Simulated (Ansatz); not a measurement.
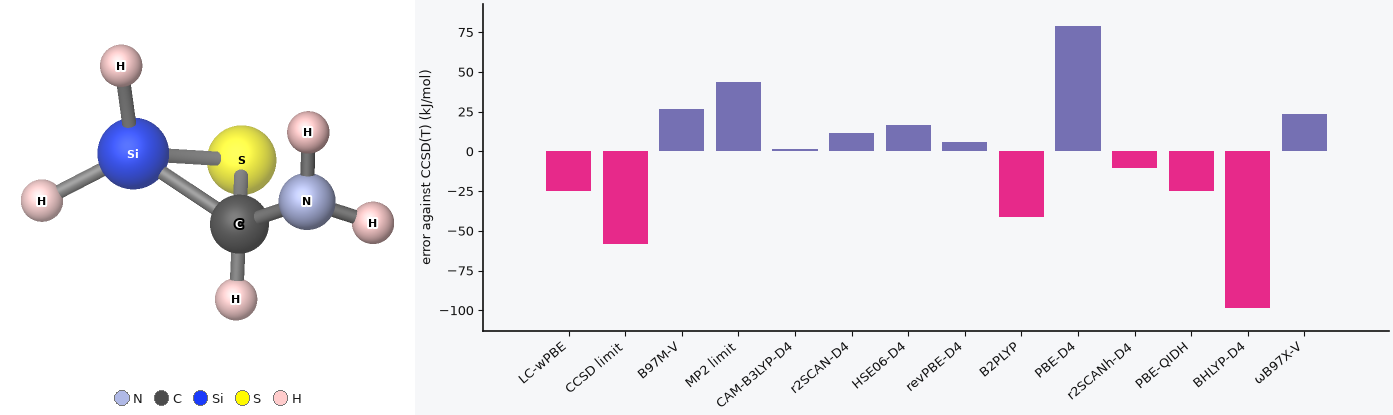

Error in the electronic atomisation energy (method less reference, so positive means overbinding) of CH₅NSSi, SMILES N[C@H]1[SiH2]S1: functionals in def2-TZVPP against frozen-core CCSD(T) at the limit (MP2 extrapolated from triple and quadruple zeta, plus CCSD(T) less MP2 in a smaller set), which gives 3036.3 kJ/mol, at a PBE0-D4/def2-TZVP geometry (a minimum by its frequencies), no zero-point or spin-orbit term, the Ansatz code. The reference leaves out core correlation, a term that grows with the number of heavy atoms. B2PLYP and PBE-QIDH hold a correlation term that converges slowly with the basis, so part of the distance to the limit is basis error. No dispersion term is added to LC-wPBE, B2PLYP and PBE-QIDH. Limit means the basis limit.

### Which of these levels overbind, and which underbind?

Overbind: B97M-V, MP2 limit, PBE-D4 and ωB97X-V. Underbind: LC-wPBE, CCSD limit, B2PLYP, PBE-QIDH and BHLYP-D4. Within 20 kJ/mol of zero, too close to call in view of what the reference leaves out: CAM-B3LYP-D4, r2SCAN-D4, HSE06-D4, revPBE-D4 and r2SCANh-D4.

### Give the values.

```
       level  kJ/mol
     LC-wPBE   −25.2
  CCSD limit   −58.4
      B97M-V    26.5
   MP2 limit    43.9
CAM-B3LYP-D4     1.8
   r2SCAN-D4    11.8
    HSE06-D4    16.8
   revPBE-D4     5.8
      B2PLYP   −41.5
      PBE-D4    78.9
  r2SCANh-D4   −10.5
    PBE-QIDH   −25.2
    BHLYP-D4   −98.6
     ωB97X-V    23.4
```
